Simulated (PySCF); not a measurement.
# C₄H₈N (SMILES C[CH]/N=C/C) (doublet): what the fields show

```yaml
atoms:
  - { symbol: C, position_ang: [-2.3736, 0.3857, 0.6511] }
  - { symbol: C, position_ang: [-1.1766, -0.3045, 0.1212] }
  - { symbol: N, position_ang: [0.0176, 0.1631, 0.3674] }
  - { symbol: C, position_ang: [1.0995, -0.4133, -0.0827] }
  - { symbol: C, position_ang: [2.4310, 0.1550, 0.2236] }
  - { symbol: H, position_ang: [-2.9494, -0.2863, 1.2904] }
  - { symbol: H, position_ang: [-2.0740, 1.2601, 1.2214] }
  - { symbol: H, position_ang: [-3.0298, 0.6920, -0.1659] }
  - { symbol: H, position_ang: [-1.3300, -1.2094, -0.4780] }
  - { symbol: H, position_ang: [1.0579, -1.3222, -0.6935] }
  - { symbol: H, position_ang: [2.9604, 0.4057, -0.6977] }
  - { symbol: H, position_ang: [3.0440, -0.5735, 0.7579] }
  - { symbol: H, position_ang: [2.3187, 1.0480, 0.8313] }
```

Geometry: GFN2-xTB.

Computed with UKS B3LYP, pcH-1 on C H N, non-relativistic, mean-field spin-orbit, GIAO (PySCF 2.14.0, density-fitted response routines).

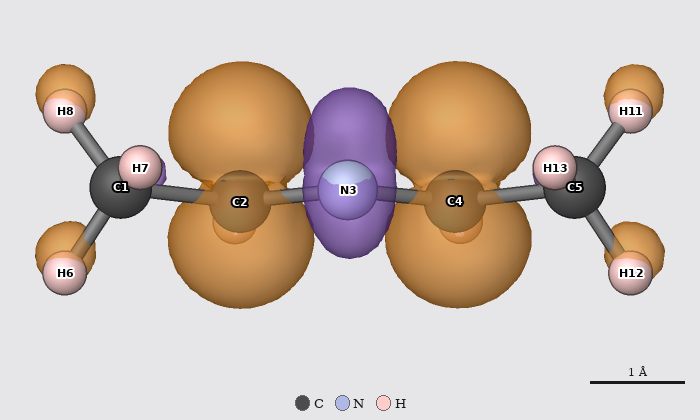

Figure 1. Isosurfaces of the spin density at +0.03 (orange) and −0.03 e/Å³ (purple), seen from one side.

**Which atoms carry the spin?**

The unpaired spin (1 electron) lies mostly on C2 (about 0.4) and C4 (about 0.4), in electrons by Hirshfeld's partition, with opposite, polarisation-induced spin on N3.

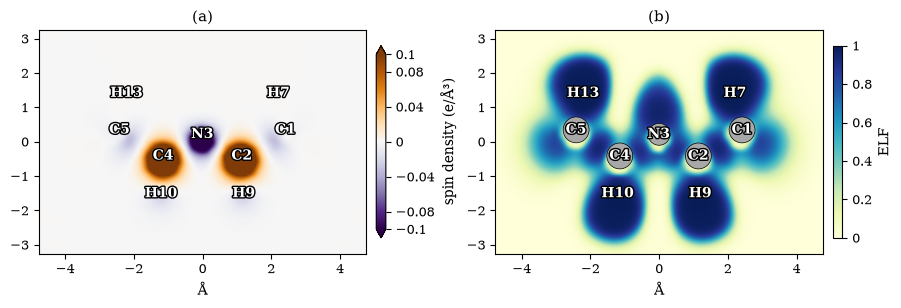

Figure 2. (a) spin density; (b) electron localisation function on the plane of atoms C5, C4 and H10. Grey discs cover the atomic cores in the ELF map.

**What does the map show?**

- The section cuts through C, N and H sites.
- C–N (1.31 Å): the ELF peaks at about 0.90 between the atoms: localised, covalent bonding.
- C–C (1.48 Å): the ELF peaks at about 0.95 between the atoms, as expected for a covalent bond.
- C–H (1.09 Å): the ELF is about 1 at the midpoint: a covalent bond by its length.
- The ELF also peaks beside N3, away from the bonds: non-bonding electrons, paired or unpaired.

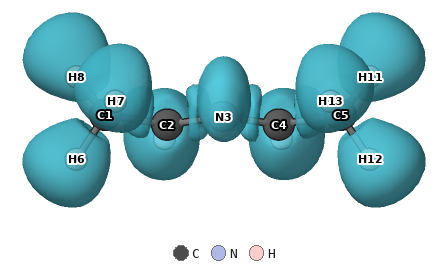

Figure 3. Isosurface of the ELF at 0.8 (cyan), seen from one side. Only the valence region is drawn (cores and ρ < 0.01 e/Å³ removed).

**Identify the bonds, lone pairs and shells in this picture.**

The ELF exceeds this value in two regions between bonded C–C atoms (shared pairs), two regions between bonded C–N atoms (shared pairs), eight regions around hydrogen nuclei and one lobe on N, pointing away from the bonds (non-bonding electrons).

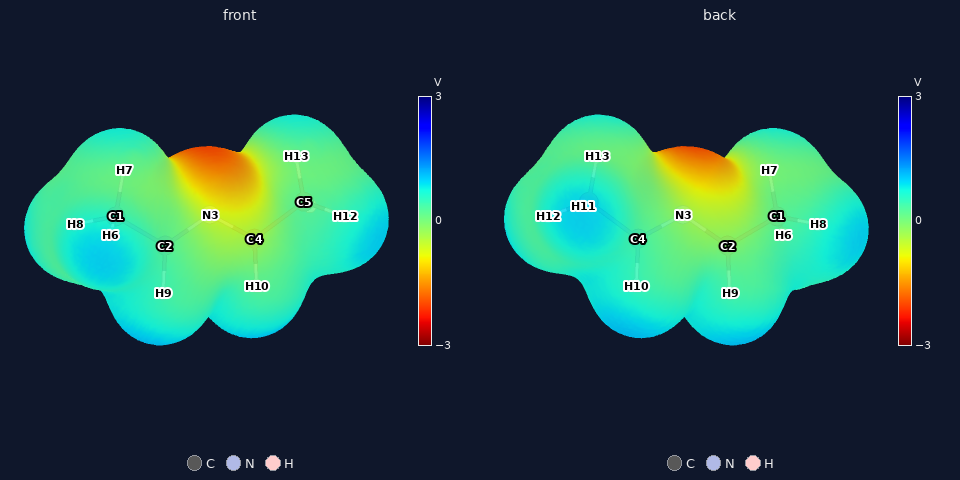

Figure 4. The electrostatic potential painted on the density surface at 0.004 e/bohr³, seen from the front and from behind; red is negative and blue positive.

**Which sites attract a positive test charge, and which a negative one?**

A positive charge is drawn to the negative regions and a negative charge to the positive ones. The most negative region (about −2.0 V) lies over N3, the most positive (about +1.1 V) over H9 and H10. N3 is the likeliest acceptor of a hydrogen bond.
